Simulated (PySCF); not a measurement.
# C7H13B: the cost of one run

Computed with PySCF 2.14.0 and routines of our own; the level stands in each step. Atoms count from 0.

## Step 1: The starting structure

21 atoms, charge 0, multiplicity 1; geometry from: GFN2-xTB.

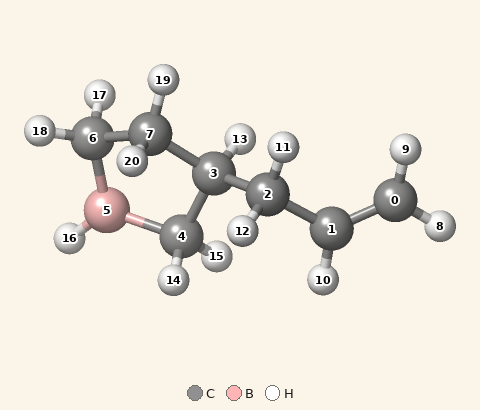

The starting geometry (carbon grey, boron pink, hydrogen white).

## Step 2: Magnetic properties: GIAO PBE/pcSseg-1

What the job is given:

```
{"job": {"kind": "mag", "xc": "PBE", "basis": "pcSseg-1", "isotopologues": 2}, "charge": 0, "multiplicity": 1}
C      3.200830     0.528018     0.880669
C      2.331031     0.070474    -0.000087
C      1.101257    -0.702986     0.352008
C     -0.177661     0.088791     0.053553
C     -0.404745     0.385475    -1.440167
B     -1.962330     0.525936    -1.602200
C     -2.600138     0.020358    -0.255245
C     -1.443248    -0.656087     0.496596
H      4.070919     1.091783     0.588784
H      3.081227     0.353511     1.938097
H      2.476993     0.261282    -1.055232
H      1.122664    -0.958453     1.414071
H      1.082312    -1.634431    -0.222375
H     -0.125577     1.041925     0.591795
H     -0.077735    -0.478305    -2.029803
H      0.196698     1.226334    -1.785722
H     -2.531947     0.925559    -2.539840
H     -2.936454     0.895637     0.310514
H     -3.470582    -0.631270    -0.336143
H     -1.571023    -0.635711     1.579360
H     -1.371410    -1.700895     0.185273
```

With the program's defaults for keys left out, this is: GIAO PBE/pcSseg-1 magnetisability, rotational g tensor and spin-rotation constants, non-relativistic, gas phase.

The run is started by

```sh
> OMP_NUM_THREADS=1 python excited_run.py task.json out
```

The driver reads the jobs from task.json and runs them one after another.

**Question.** How long does this first job take on 1 thread of Arm Neoverse V1, shared host, and how much memory does it need?

About 55 s, with a peak of 0.75 GiB.
